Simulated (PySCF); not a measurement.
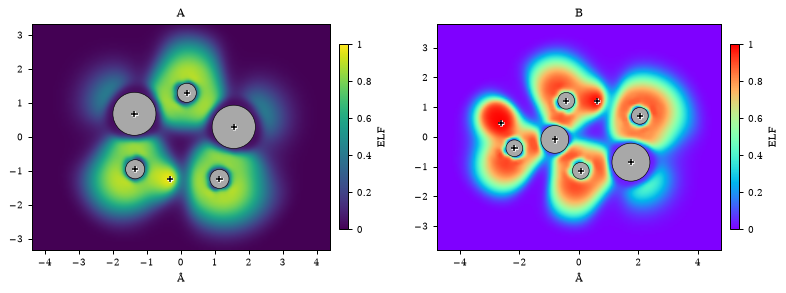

The ELF of 2 systems, each on a plane through atoms (crosses mark nuclei in the plane; grey discs cover the cores).

These are results of PBE0/aug-pcSseg-2, SCF density, gas phase, non-relativistic in PySCF 2.14.0, not measurements.

System 1: BH$_{4}$O$_{4}$Si (charge −1), the plane of atoms O3, B2 and O6. Geometry: PBE0-D3(BJ)/def2-SVP.

```xyz
10

O    -0.1098    0.2093    1.5749
B    -0.0193    1.0146    0.4886
O    -0.0816    2.3936    0.6708
O     0.0967   -1.9426    0.2633
Si    0.2106   -1.1275   -1.0943
O     0.1299    0.5556   -0.7924
H    -0.0421   -0.7598    1.2152
H    -0.1859    2.5308    1.6171
H    -0.8823   -1.3590   -2.1248
H     1.4997   -1.2901   -1.8825
```

System 2: H$_{5}$O$_{3}$Si$_{2}$ (charge −1), the plane of atoms O1, Si2 and O3. Geometry: PBE0-D3(BJ)/def2-SVP.

```xyz
10

O    -0.2571    1.7255    0.6183
Si   -1.2140    0.4049    0.6997
O    -0.4916   -0.9012   -0.0285
Si    1.0497   -0.8010   -0.7600
O     1.6305    0.6735   -0.6359
H     0.6134    1.4277    0.0933
H    -1.5399    0.0342    2.1267
H    -2.5530    0.6333    0.0394
H     1.8507   -1.9002   -0.0847
H     0.8223   -1.3202   -2.1688
```

### Match each panel to its system.

Panel A is system 2, H$_{5}$O$_{3}$Si$_{2}$: the plane holds O, Si and H. Si–O (1.59 Å): the ELF peaks at about 0.85 between the atoms; a short, strongly polar bond. Panel B is system 1, BH$_{4}$O$_{4}$Si: the plane holds O, B, Si and H. B–O (1.36 Å): the ELF peaks at about 0.90 between the atoms (a short, strongly polar bond).
